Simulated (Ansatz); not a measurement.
**Single-point calculation, with input and output: GeBH₄F**

System: GeBH₄F, SMILES F[BH][GeH3].
Method: RKS r2SCAN0-D4/def2-TZVPP (Ansatz 0.2.0).

The geometry comes from this level: PBE0-D4/def2-TZVP.

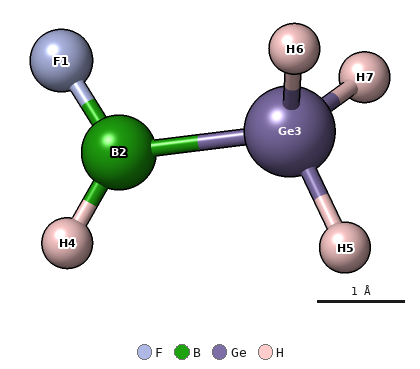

Fig. 1: The input geometry (ball-and-stick view, seen at a tilt; atoms are numbered from 1 in the order of the input). Sticks mark near contacts. Bond lengths as drawn: B–F 1.32 Å, B–Ge 2.08 Å, B–H 1.20 Å and Ge–H 1.54 Å.

**The input**
```yaml
crystal:
  periodic: [false, false, false]
  atoms:
    - {symbol: F, position_ang: [-1.549667, -1.444953, 0.521749]}
    - {symbol: B, position_ang: [-0.299160, -1.192611, 0.184933]}
    - {symbol: Ge, position_ang: [0.266491, 0.782865, -0.150761]}
    - {symbol: H, position_ang: [0.433702, -2.140492, 0.098296]}
    - {symbol: H, position_ang: [1.736618, 0.890379, -0.586268]}
    - {symbol: H, position_ang: [0.083083, 1.616764, 1.130453]}
    - {symbol: H, position_ang: [-0.609866, 1.420047, -1.244102]}
basis:
  gaussian: {orbitals: def2-TZVPP}
hamiltonian: {xc: {name: r2SCAN0}, dispersion: d4}
output: {orbitals: {seedname: orbitals}}
```

**Log**
```
Functional definition: r2SCAN0
  name "r2SCAN0"
  cite "Bursch, Neugebauer, Ehlert & Grimme, J. Chem. Phys. 156, 134105 (2022) doi:10.1063/5.0086040"
  cite "Furness, Kaplan, Ning, Perdew & Sun, J. Phys. Chem. Lett. 11, 8208 (2020) doi:10.1021/acs.jpclett.0c02405"
  cite "Furness, Kaplan, Ning, Perdew & Sun, J. Phys. Chem. Lett. 11, 9248 (2020) doi:10.1021/acs.jpclett.0c03077"
  parent r2scan
  parameter a = 0.25
  parameter k0 = 0.174
  parameter k1 = 0.065
  parameter a1 = 4.9479
  exchange = (1 - a)*r2scan_x(k0 = k0, k1 = k1, a1 = a1) + a*exact_x
  correlation = r2scan_c
962 factors; their error is unknown
mean field evaluation 1: about -59974.6148 eV, gradient 2.7e1 eV
mean field evaluation 2: about -59974.1319 eV, gradient 3.4e1 eV
mean field evaluation 4: about -59975.6070 eV, gradient 9.6e-1 eV
mean field evaluation 8: about -59975.8907 eV, gradient 2.0e-2 eV
mean field -59975.89068355 eV, -2204.0733295016 hartree, gradient 3.1e-5 eV, S^2 0.000000; 0 other end points of the search recorded, 0 dependent functions left out
reference -59975.89069237 eV, -2204.0733298258 hartree; 25, 25 occupied and 141, 141 virtual orbitals, 962 factors
Total energy: -59975.91648040 eV, -2204.0742775184 hartree
```

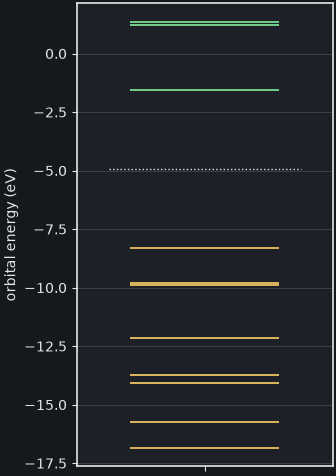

Fig. 2: Orbital energies near the frontier; the dotted line parts filled from empty levels, and levels within 0.02 eV of each other stand side by side. Highest filled −8.31 eV, lowest empty −1.55 eV, 6.76 eV apart.

**Results in brief**

```json
{"quantity": "outcome", "value": "converged"}
{"quantity": "total energy", "value": "−59975.9165 eV"}
{"quantity": "mean-field energy", "value": "−59975.8907 eV"}
{"quantity": "dispersion energy", "value": "−0.0258 eV"}
{"quantity": "SCF solution under orbital rotations", "value": "stable"}
{"quantity": "HOMO", "value": "−8.31 eV"}
{"quantity": "LUMO", "value": "−1.55 eV"}
{"quantity": "hardware", "value": "2 CPU threads, shared host"}
{"quantity": "wall time", "value": "24 s (CPU time 10 s; the host was busy)"}
{"quantity": "peak memory", "value": "0.33 GiB"}
```
